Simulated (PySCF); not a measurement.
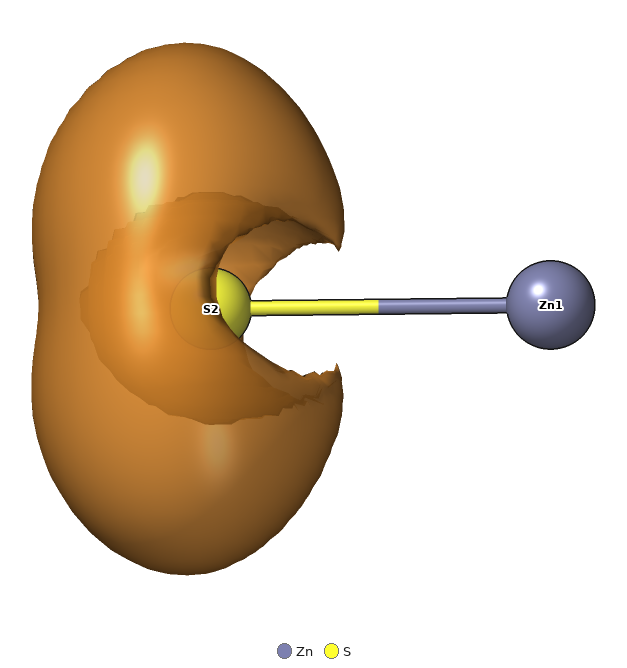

*ZnS (charge +1, doublet). Isosurface of the electron localisation function at 0.8 (orange), seen from one side. Core shells and regions of very low density are left out.*

Theory: PBE0/def2-TZVPPD, non-relativistic Hamiltonian with scalar-relativistic core potentials where named, at a bond length of 2.159 Å (PySCF 2.14.0).

**Describe the localisation domains.**

At this value the surface marks out one ring or bowl of non-bonding electrons around S. Profiles from the grid: Zn–S (2.16 Å): the ELF peaks at about 0.75 in the valence shell of S, 0.9 Å from its nucleus, and is about 0.50 at the midpoint.
